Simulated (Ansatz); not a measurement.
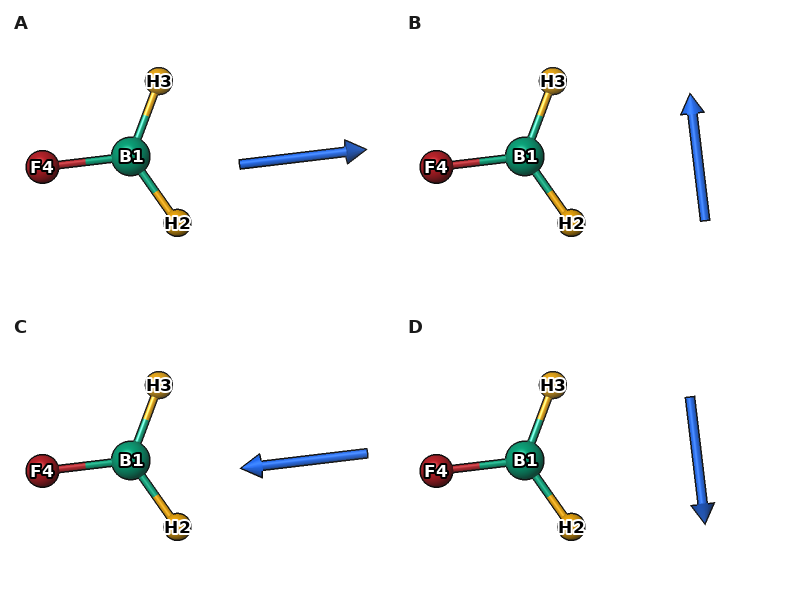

The same molecule four times, each with an arrow. The geometry was computed by an optimisation with PBE0-D4/def2-TZVP. Level of theory: RKS PBE0-D4/def2-TZVP (Ansatz 0.2.0).

Which arrow points along the dipole moment, from the negative to the positive end?

Answer. A. The dipole moment is 0.73 D; it points from the side of F4 to the side of H2, H3 (the outermost atoms at the two ends).
